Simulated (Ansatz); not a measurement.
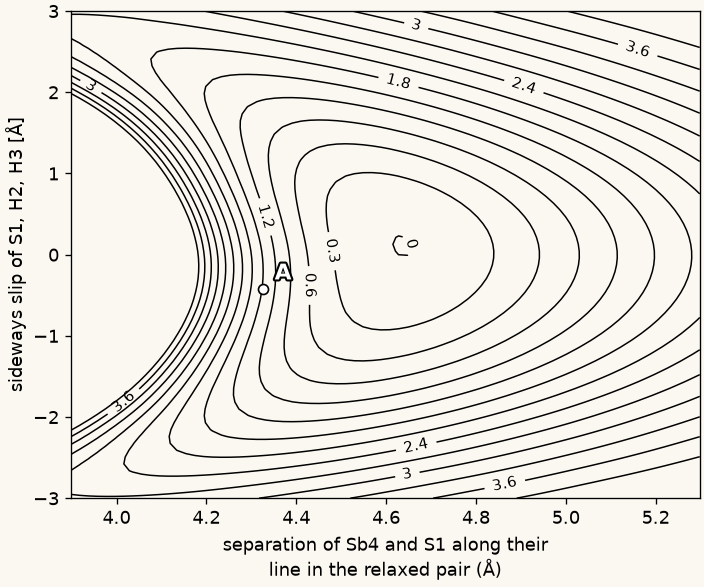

The pair H₂S···H₃Sb. Coordinates scanned: (1) separation of Sb4 and S1 along their line in the relaxed pair; (2) sideways slip of S1, H2, H3. Nothing is relaxed (both partners rigid). The grid has 15 × 15 points. Points are written as (first, second). All energies are given in kJ/mol relative to the lowest grid point. The calculation used RKS PBE0-D4/def2-TZVPD (Ansatz).

Drawn: contour lines labelled in kJ/mol (none above 3.9), the point A. Between grid points the surface is interpolated.

Question: Is A at rest? If not, where is it pushed?

Answer: A, at (4.326 Å, −0.43 Å), is not a stationary point. The computed force is 11 kJ/mol for each Å towards larger values of the first coordinate and 0.27 kJ/mol for each Å towards smaller values of sideways slip of S1, H2, H3.
